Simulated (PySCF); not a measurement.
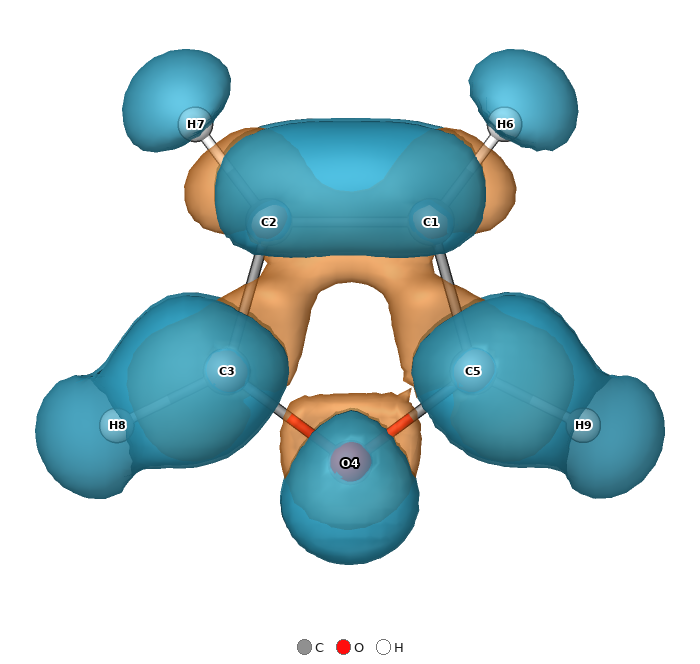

Figure 1: C4H4O, SMILES `c1ccoc1`. Fukui function f⁺ = ρ(N+1) − ρ(N) at fixed geometry, surfaces at ±0.02 e/Å³ (light blue positive, orange negative).

Level of theory: TPSS/def2-SVP (PySCF), at a geometry from GFN2-xTB. No frequency check shows the geometry to be a minimum.

Which atoms respond most to the addition of an electron?

f⁺ (Hirshfeld-condensed) is largest on C3 and C5 (0.17 each), O4 (0.12) and C1 and C2 (0.12 each); the vertical electron affinity is −2.86 eV (the stability of the anion's solution wasn't checked; negative, but this basis has no diffuse functions, so it doesn't show that the anion is unbound). Condensed values hint at sites of nucleophilic attack but needn't mark the atom that reacts. Shares this close don't rank the sites. Orbital relaxation makes it negative in places (0.17 e in all).

```
atom     f⁺  charge
  C1  +0.12   −0.08
  C2  +0.12   −0.08
  C3  +0.17   +0.01
  O4  +0.12   −0.04
  C5  +0.17   +0.01
  H6  +0.07   +0.05
  H7  +0.07   +0.05
  H8  +0.09   +0.05
  H9  +0.09   +0.05
```

Run time: 9.8 min on 1 thread of Arm Neoverse V1 (shared host), peak memory 0.57 GiB.
